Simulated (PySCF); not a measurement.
Consider B4H10 (arachno-B4H10).

Input file:

```
{"job": {"kind": "nmr", "xc": "B3LYP", "basis": "pcSseg-1", "pop": false}, "charge": 0, "multiplicity": 1}
B      0.450992     0.611313     1.415858
B     -0.826077    -0.140792     0.416656
B     -0.447134    -0.606958    -1.405982
B      0.871643     0.202547    -0.271917
H      1.353770     0.112364     2.028312
H     -0.743156    -0.686883     1.523728
H      0.099227    -1.577847    -1.852722
H      1.726450    -0.634695    -0.277933
H     -1.727383     0.633277     0.274275
H      1.231638     1.350917     0.016278
H     -0.964871    -1.228655    -0.255835
H      0.423716     0.496645    -1.441521
H     -0.113661     1.569242     1.865839
H     -1.335155    -0.100473    -2.035035
```

Run with:

```sh
OMP_NUM_THREADS=1 python ens_run.py task.json out
```

Geometry: B3LYP-D3(BJ)/def2-SVP.

The calculation used B3LYP/pcSseg-1, SCF density, gas phase, non-relativistic (PySCF 2.14.0).

What can the converged electron density and electron localisation function tell about the bonding?

Answer. B–B (1.79 Å): the density is about 0.69 e/Å³ at the midpoint; the ELF peaks at about 0.80 between the atoms; a covalent bond.
B–B (1.86 Å): ρ is about 0.7 e/Å³ halfway; the ELF peaks at about 0.90 between the atoms: localised, covalent bonding.

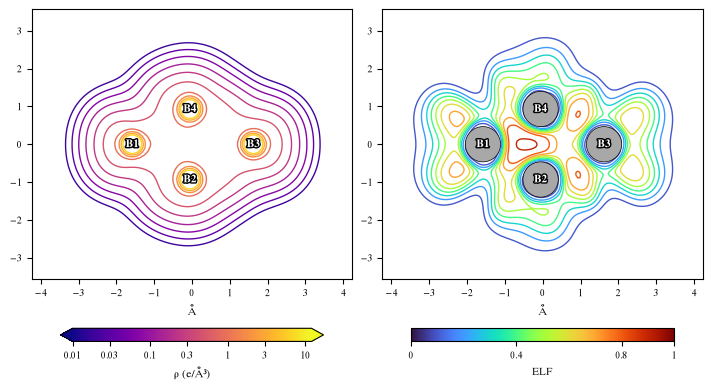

Computed electron density and electron localisation function on the plane of atoms B1, B4 and B2, in this order. Grey discs cover the atomic cores in the ELF map. 
